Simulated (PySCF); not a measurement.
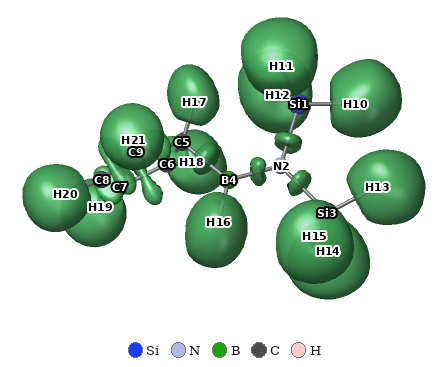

Figure 1: C5H12BNSi2. Isosurface of the electron localisation function at 0.85 (green), seen at a tilt. Only the valence region is drawn (cores and ρ < 0.01 e/Å³ removed).

Geometry: GFN2-xTB.

Theory: PBE0/pcSseg-1, SCF density, gas phase, non-relativistic (PySCF).

The calculation's input:

```
{"job": {"kind": "nmr", "xc": "PBE0", "basis": "pcSseg-1"}, "charge": 0, "multiplicity": 1}
Si    -2.048509    -1.451599     0.473107
N     -1.517173     0.213934     0.259038
Si    -2.677208     1.500336    -0.071363
B     -0.154372     0.565992     0.287011
C      1.015510    -0.518199     0.468673
C      1.512364    -0.657868    -0.927885
C      2.737448    -0.105514    -1.022396
C      3.152189     0.344865     0.276498
C      2.180190     0.072950     1.167261
H     -3.500197    -1.473455     0.309871
H     -1.685401    -1.880799     1.827016
H     -1.425242    -2.295210    -0.548296
H     -4.005236     0.976051     0.239420
H     -2.577516     1.860794    -1.487618
H     -2.370785     2.634896     0.797483
H      0.152498     1.687083     0.125420
H      0.648355    -1.441962     0.911965
H      0.929332    -1.092340    -1.720194
H      3.338596    -0.022458    -1.911522
H      4.098746     0.814343     0.479607
H      2.187490     0.285106     2.221136
```

Launched as:

```sh
OMP_NUM_THREADS=1 python probes_run.py task.json out
```

Question: Where are the electrons localised?

Answer: At this value the surface marks out one region between bonded B–C atoms (shared pairs), one region between bonded B–N atoms (shared pairs), five regions between bonded C–C atoms (shared pairs), two regions between bonded N–Si atoms (shared pairs) and twelve regions around hydrogen nuclei. Along the contacts the grid gives the following. C–C (1.35 Å): the ELF peaks at about 0.95 between the atoms; localised, covalent bonding. B–N (1.41 Å): the ELF peaks at about 0.90 between the atoms (a short, strongly polar bond).
